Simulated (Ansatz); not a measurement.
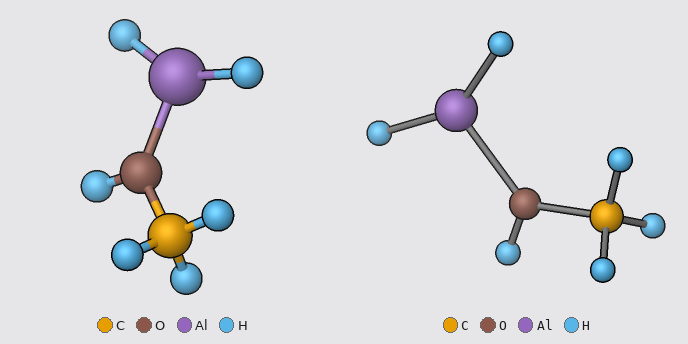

The same structure drawn twice, from different directions.

State: charge +1, singlet. The geometry was computed by an optimisation with PBE-D4/def2-SVP. No frequency run is at hand to confirm it as a minimum.

Describe the molecule.

It has 9 atoms: 1 carbon, 6 hydrogen, 1 aluminium and 1 oxygen (CH₆AlO⁺). Coordination: 1 C tetrahedral; 1 O trigonal planar; 1 Al trigonal planar.
